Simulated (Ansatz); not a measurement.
## Molecular dynamics of BSiH2OF (part 1 of 2)

The run: molecular dynamics of BSiH2OF. Method and program: RKS PBE/6-31G* (Ansatz 0.2.0).

The geometry comes from this level: PBE0-D4/def2-TZVP. Figures and captions count atoms from 1; the log counts them from 0 in places.

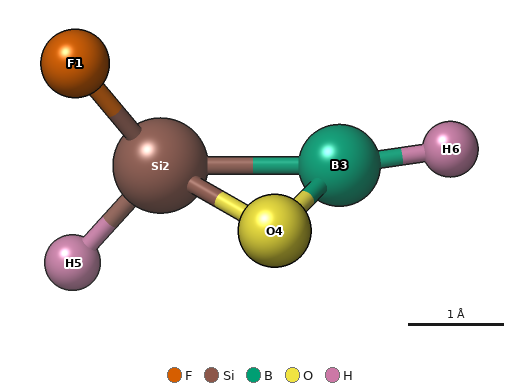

**Figure 1.** The structure as given in the input (ball-and-stick view, seen at a tilt; atoms are numbered from 1 in the order of the input).

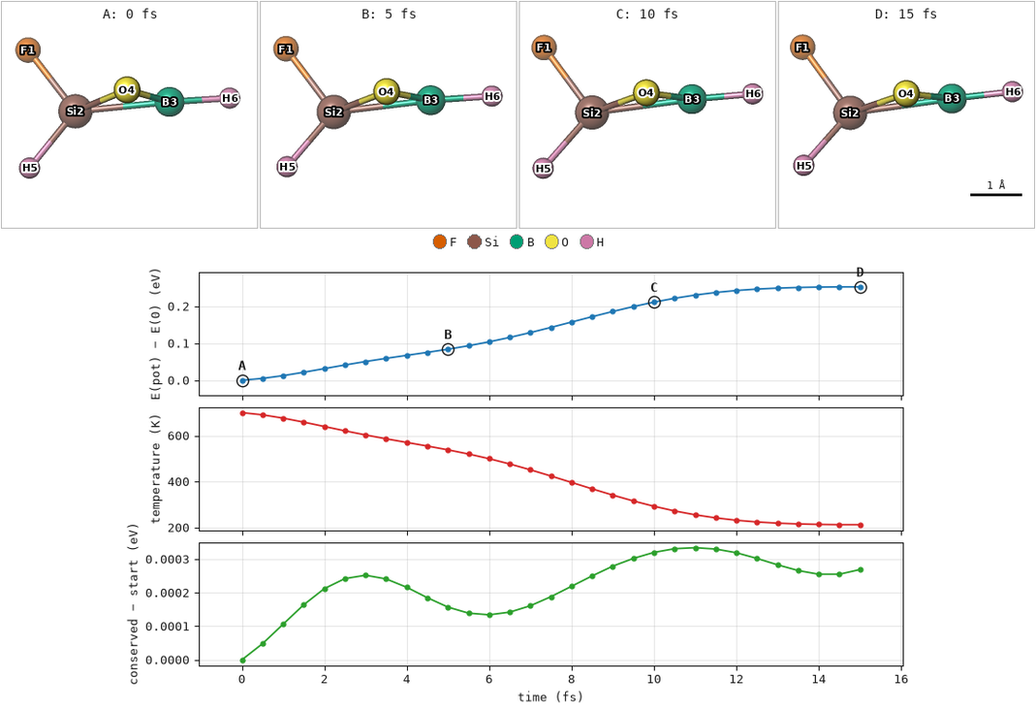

**Figure 2.** Frames of the molecular dynamics (ball-and-stick, seen at a tilt) above the curves, on which the letters mark them. The trajectory kept here has 31 frames over 15 fs. The temperature starts at 700 K, ranges from 212 to 700 K and averages 277 K over the second half. The potential energy ends 0.252 eV above its first value. The conserved quantity stays within 0.00033 eV. After an unweighted best fit of the last frame on the first, the root-mean-square displacement is 0.13 Å.

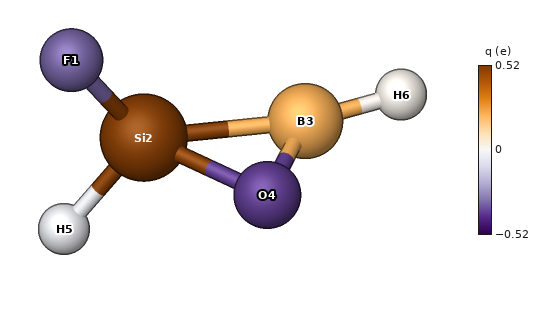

**Figure 3.** Mulliken charges, as the colour of each atom (ball-and-stick view, seen at a tilt; atoms are numbered from 1 in the order of the input). By element: F −0.33, Si +0.50, B +0.22, O −0.38 and H −0.03 to +0.02 e.

The input that produced these results follows, with the program's output.

Input file
```yaml
crystal:
  periodic: [false, false, false]
  atoms:
    - {symbol: F, position_ang: [-1.754496, -0.557205, -0.921735]}
    - {symbol: Si, position_ang: [-0.388169, 0.197663, -0.612296]}
    - {symbol: B, position_ang: [0.467902, 0.125566, 1.064561]}
    - {symbol: O, position_ang: [0.770293, -0.821865, 0.146293]}
    - {symbol: H, position_ang: [0.098223, 0.718322, -1.903740]}
    - {symbol: H, position_ang: [0.848246, 0.273418, 2.180818]}
basis:
  gaussian: {orbitals: "6-31G*"}
hamiltonian: {xc: {name: PBE}}
md: {timestep: 0.5 fs, n_steps: 30, ensemble: nve, temperature: 700, initial_velocities: maxwell_boltzmann, seed: 849}
```

Launch command:
```bash
ansatz run in.yaml --threads 2 --pin off --events-out ev --progress --plain --max-ram 4352MiB
```

Log
```
Functional definition: PBE
  name "PBE"
  cite "Perdew, Burke & Ernzerhof, Phys. Rev. Lett. 77, 3865 (1996) doi:10.1103/PhysRevLett.77.3865"
  parent pbe
  parameter kappa = 0.804
  parameter beta = 0.06672455060314922
  exchange = pbe_x(kappa = kappa, mu = beta*pi^2/3)
  correlation = pbe_c(beta = beta)
694 factors; their error is unknown
mean field evaluation 1: about -13336.0432 eV, gradient 5.5e1 eV
mean field evaluation 2: about -13295.7096 eV, gradient 1.5e2 eV
mean field evaluation 4: about -13341.3284 eV, gradient 1.4e1 eV
mean field evaluation 8: about -13341.6225 eV, gradient 6.3e-2 eV
mean field evaluation 16: about -13341.5597 eV, gradient 3.9e-5 eV
mean field -13341.55966257 eV, -490.2932743657 hartree, gradient 3.9e-5 eV, S^2 0.000000; 0 other end points of the search recorded, 0 dependent functions left out
the calculation of the forces begins
reference -13341.55969517 eV, -490.2932755636 hartree; 19, 19 occupied and 49, 49 virtual orbitals, 694 factors
md step     0: t =     0.00 fs  T =   700.0 K  F+E_penalty+E_count = -13341.55966257 eV  E_kin = 0.361928 eV  conserved = -13341.19773458 eV  (25 SCF iters)
these checks for a lower state are left out or cut short: starts, cluster_reference, orbital_swaps, neighbouring_geometries, increment
694 factors; their error is unknown
mean field -13341.55467846 eV, -490.2930912030 hartree, gradient 1.8e-5 eV, S^2 0.000000; 0 other end points of the search recorded, 0 dependent functions left out
the calculation of the forces begins
reference -13341.55471108 eV, -490.2930924017 hartree; 19, 19 occupied and 49, 49 virtual orbitals, 694 factors
md step     1: t =     0.50 fs  T =   690.5 K  F+E_penalty+E_count = -13341.55467846 eV  E_kin = 0.356992 eV  conserved = -13341.19768684 eV  (29 SCF iters)
[... from here on the SCF iterations and repeated set-up lines of each step are left out, up to the last step ...]
md step     2: t =     1.00 fs  T =   676.0 K  F+E_penalty+E_count = -13341.54717377 eV  E_kin = 0.349544 eV  conserved = -13341.19762930 eV  (29 SCF iters)
md step     3: t =     1.50 fs  T =   658.5 K  F+E_penalty+E_count = -13341.53805172 eV  E_kin = 0.340480 eV  conserved = -13341.19757132 eV  (29 SCF iters)
md step     4: t =     2.00 fs  T =   639.6 K  F+E_penalty+E_count = -13341.52821689 eV  E_kin = 0.330694 eV  conserved = -13341.19752318 eV  (29 SCF iters)
md step     5: t =     2.50 fs  T =   620.7 K  F+E_penalty+E_count = -13341.51842065 eV  E_kin = 0.320928 eV  conserved = -13341.19749273 eV  (29 SCF iters)
md step     6: t =     3.00 fs  T =   602.8 K  F+E_penalty+E_count = -13341.50913793 eV  E_kin = 0.311655 eV  conserved = -13341.19748336 eV  (29 SCF iters)
md step     7: t =     3.50 fs  T =   586.1 K  F+E_penalty+E_count = -13341.50050880 eV  E_kin = 0.303015 eV  conserved = -13341.19749427 eV  (29 SCF iters)
md step     8: t =     4.00 fs  T =   570.2 K  F+E_penalty+E_count = -13341.49235548 eV  E_kin = 0.294837 eV  conserved = -13341.19751879 eV  (29 SCF iters)
md step     9: t =     4.50 fs  T =   554.6 K  F+E_penalty+E_count = -13341.48427605 eV  E_kin = 0.286726 eV  conserved = -13341.19754969 eV  (29 SCF iters)
md step    10: t =     5.00 fs  T =   538.1 K  F+E_penalty+E_count = -13341.47577221 eV  E_kin = 0.278195 eV  conserved = -13341.19757765 eV  (29 SCF iters)
md step    11: t =     5.50 fs  T =   519.9 K  F+E_penalty+E_count = -13341.46638725 eV  E_kin = 0.268791 eV  conserved = -13341.19759591 eV  (29 SCF iters)
md step    12: t =     6.00 fs  T =   499.4 K  F+E_penalty+E_count = -13341.45581086 eV  E_kin = 0.258210 eV  conserved = -13341.19760093 eV  (29 SCF iters)
md step    13: t =     6.50 fs  T =   476.4 K  F+E_penalty+E_count = -13341.44393658 eV  E_kin = 0.246344 eV  conserved = -13341.19759288 eV  (29 SCF iters)
md step    14: t =     7.00 fs  T =   451.2 K  F+E_penalty+E_count = -13341.43086759 eV  E_kin = 0.233294 eV  conserved = -13341.19757357 eV  (30 SCF iters)
md step    15: t =     7.50 fs  T =   424.2 K  F+E_penalty+E_count = -13341.41688607 eV  E_kin = 0.219339 eV  conserved = -13341.19754667 eV  (29 SCF iters)
md step    16: t =     8.00 fs  T =   396.3 K  F+E_penalty+E_count = -13341.40239840 eV  E_kin = 0.204882 eV  conserved = -13341.19751609 eV  (29 SCF iters)
md step    17: t =     8.50 fs  T =   368.2 K  F+E_penalty+E_count = -13341.38787442 eV  E_kin = 0.190389 eV  conserved = -13341.19748529 eV  (26 SCF iters)
md step    18: t =     9.00 fs  T =   341.0 K  F+E_penalty+E_count = -13341.37379105 eV  E_kin = 0.176335 eV  conserved = -13341.19745628 eV  (29 SCF iters)
md step    19: t =     9.50 fs  T =   315.6 K  F+E_penalty+E_count = -13341.36059000 eV  E_kin = 0.163157 eV  conserved = -13341.19743261 eV  (29 SCF iters)
md step    20: t =    10.00 fs  T =   292.5 K  F+E_penalty+E_count = -13341.34863992 eV  E_kin = 0.151225 eV  conserved = -13341.19741516 eV  (30 SCF iters)
md step    21: t =    10.50 fs  T =   272.3 K  F+E_penalty+E_count = -13341.33821501 eV  E_kin = 0.140811 eV  conserved = -13341.19740444 eV  (30 SCF iters)
md step    22: t =    11.00 fs  T =   255.5 K  F+E_penalty+E_count = -13341.32947982 eV  E_kin = 0.132079 eV  conserved = -13341.19740123 eV  (30 SCF iters)
md step    23: t =    11.50 fs  T =   241.9 K  F+E_penalty+E_count = -13341.32247944 eV  E_kin = 0.125074 eV  conserved = -13341.19740547 eV  (29 SCF iters)
md step    24: t =    12.00 fs  T =   231.6 K  F+E_penalty+E_count = -13341.31713950 eV  E_kin = 0.119723 eV  conserved = -13341.19741640 eV  (31 SCF iters)
md step    25: t =    12.50 fs  T =   224.1 K  F+E_penalty+E_count = -13341.31327846 eV  E_kin = 0.115846 eV  conserved = -13341.19743286 eV  (31 SCF iters)
md step    26: t =    13.00 fs  T =   218.9 K  F+E_penalty+E_count = -13341.31063440 eV  E_kin = 0.113183 eV  conserved = -13341.19745168 eV  (31 SCF iters)
md step    27: t =    13.50 fs  T =   215.5 K  F+E_penalty+E_count = -13341.30891341 eV  E_kin = 0.111445 eV  conserved = -13341.19746883 eV  (31 SCF iters)
md step    28: t =    14.00 fs  T =   213.5 K  F+E_penalty+E_count = -13341.30785381 eV  E_kin = 0.110374 eV  conserved = -13341.19747962 eV  (30 SCF iters)
md step    29: t =    14.50 fs  T =   212.4 K  F+E_penalty+E_count = -13341.30729920 eV  E_kin = 0.109820 eV  conserved = -13341.19747970 eV  (30 SCF iters)
these checks for a lower state are left out or cut short: starts, cluster_reference, orbital_swaps, neighbouring_geometries, increment
694 factors; their error is unknown
mean field -13341.30726436 eV, -490.2839989022 hartree, gradient 2.4e-5 eV, S^2 0.000000; 0 other end points of the search recorded, 0 dependent functions left out
the calculation of the forces begins
reference -13341.30729700 eV, -490.2840001020 hartree; 19, 19 occupied and 49, 49 virtual orbitals, 694 factors
694 factors; their error is unknown
mean field evaluation 256: about -13341.3072 eV, gradient 1.5e-1 eV
mean field -13341.30726436 eV, -490.2839989022 hartree, gradient 2.4e-5 eV, S^2 0.000000; 1 other end points of the search recorded, 0 dependent functions left out
the calculation of the forces begins
reference -13341.30729700 eV, -490.2840001020 hartree; 19, 19 occupied and 49, 49 virtual orbitals, 694 factors
md step    30: t =    15.00 fs  T =   212.4 K  F+E_penalty+E_count = -13341.30726436 eV  E_kin = 0.109798 eV  conserved = -13341.19746647 eV  (28 SCF iters)
Total energy: -13341.30729700 eV, -490.2840001020 hartree
Atom 0 at    -1.853376    -0.562098    -0.927894 Å, force     1.628107     0.672077     0.130972 eV/Å
Atom 1 at    -0.369966     0.198200    -0.664142 Å, force    -1.224828    -0.497318     1.634558 eV/Å
Atom 2 at     0.471530     0.091004     1.187414 Å, force     0.043599    -0.510518    -2.336219 eV/Å
Atom 3 at     0.839191    -0.769470     0.159857 Å, force    -0.119291    -0.127302     0.701408 eV/Å
Atom 4 at     0.213627     0.531958    -1.983770 Å, force    -0.015930     0.172566    -0.187421 eV/Å
Atom 5 at     0.956868     0.076092     2.288683 Å, force    -0.311657     0.290495     0.056703 eV/Å
Dipole moment:     0.148342     0.229511     0.001649 e Å
```

Trajectory as extended XYZ (Å, eV, eV/Å), 31 frames, from step=0 to step=30
```
6
Properties=species:S:1:pos:R:3:forces:R:3 step=0 time_fs=0.0 energy=-13341.55966 temperature=700.0
F    -1.7545   -0.5572   -0.9217   -0.9622  -0.5361  -0.2179
Si   -0.3882    0.1977   -0.6123   -0.0913   1.0659  -0.1323
B     0.4679    0.1256    1.0646   -0.1342   0.4236   0.3504
O     0.7703   -0.8219    0.1463    0.8984  -1.0771   0.0210
H     0.0982    0.7183   -1.9037    0.1854   0.1010  -0.2791
H     0.8482    0.2734    2.1808    0.1039   0.0226   0.2578
6
Properties=species:S:1:pos:R:3:forces:R:3 step=1 time_fs=0.5 energy=-13341.55468 temperature=690.5
F    -1.7586   -0.5576   -0.9220   -0.8024  -0.4598  -0.1859
Si   -0.3860    0.1968   -0.6144   -0.3274   1.0039   0.0434
B     0.4688    0.1222    1.0691   -0.1943   0.5434   0.3409
O     0.7701   -0.8164    0.1469    0.9976  -1.2718  -0.0486
H     0.0985    0.7085   -1.9011    0.2392   0.1548  -0.4100
H     0.8576    0.2631    2.1836    0.0872   0.0295   0.2602
6
Properties=species:S:1:pos:R:3:forces:R:3 step=2 time_fs=1.0 energy=-13341.54717 temperature=676.0
F    -1.7628   -0.5580   -0.9222   -0.6412  -0.3830  -0.1546
Si   -0.3838    0.1961   -0.6165   -0.5559   0.9449   0.2025
B     0.4696    0.1191    1.0737   -0.2436   0.6539   0.3428
O     0.7700   -0.8112    0.1474    1.0899  -1.4520  -0.1123
H     0.0993    0.6990   -1.8995    0.2861   0.2012  -0.5250
H     0.8671    0.2529    2.1869    0.0646   0.0350   0.2465
6
Properties=species:S:1:pos:R:3:forces:R:3 step=3 time_fs=1.5 energy=-13341.53805 temperature=658.5
F    -1.7670   -0.5585   -0.9225   -0.4802  -0.3064  -0.1243
Si   -0.3816    0.1954   -0.6186   -0.7713   0.8919   0.3375
B     0.4704    0.1160    1.0784   -0.2816   0.7529   0.3531
O     0.7700   -0.8061    0.1480    1.1739  -1.6151  -0.1683
H     0.1009    0.6900   -1.8992    0.3229   0.2372  -0.6160
H     0.8768    0.2427    2.1909    0.0363   0.0395   0.2181
6
Properties=species:S:1:pos:R:3:forces:R:3 step=4 time_fs=2.0 energy=-13341.52822 temperature=639.6
F    -1.7713   -0.5591   -0.9228   -0.3207  -0.2307  -0.0952
Si   -0.3796    0.1948   -0.6206   -0.9688   0.8473   0.4419
B     0.4711    0.1131    1.0832   -0.3084   0.8380   0.3675
O     0.7703   -0.8013    0.1485    1.2482  -1.7588  -0.2153
H     0.1032    0.6816   -1.9003    0.3469   0.2607  -0.6761
H     0.8865    0.2327    2.1953    0.0028   0.0436   0.1772
6
Properties=species:S:1:pos:R:3:forces:R:3 step=5 time_fs=2.5 energy=-13341.51842 temperature=620.7
F    -1.7757   -0.5596   -0.9231   -0.1639  -0.1564  -0.0676
Si   -0.3776    0.1943   -0.6227   -1.1445   0.8125   0.5113
B     0.4718    0.1104    1.0880   -0.3244   0.9073   0.3814
O     0.7707   -0.7968    0.1490    1.3115  -1.8813  -0.2519
H     0.1063    0.6737   -1.9030    0.3560   0.2701  -0.7003
H     0.8963    0.2227    2.2002   -0.0348   0.0478   0.1270
6
Properties=species:S:1:pos:R:3:forces:R:3 step=6 time_fs=3.0 energy=-13341.50914 temperature=602.8
F    -1.7801   -0.5602   -0.9234   -0.0109  -0.0841  -0.0416
Si   -0.3757    0.1938   -0.6246   -1.2956   0.7876   0.5440
B     0.4724    0.1079    1.0929   -0.3307   0.9593   0.3894
O     0.7714   -0.7926    0.1494    1.3630  -1.9809  -0.2768
H     0.1103    0.6666   -1.9074    0.3494   0.2654  -0.6861
H     0.9060    0.2129    2.2054   -0.0753   0.0526   0.0712
6
Properties=species:S:1:pos:R:3:forces:R:3 step=7 time_fs=3.5 energy=-13341.50051 temperature=586.1
F    -1.7845   -0.5608   -0.9237    0.1375  -0.0141  -0.0174
Si   -0.3739    0.1934   -0.6266   -1.4207   0.7718   0.5412
B     0.4729    0.1057    1.0980   -0.3285   0.9928   0.3866
O     0.7722   -0.7886    0.1498    1.4017  -2.0564  -0.2894
H     0.1151    0.6601   -1.9135    0.3272   0.2474  -0.6345
H     0.9155    0.2032    2.2108   -0.1172   0.0586   0.0135
```
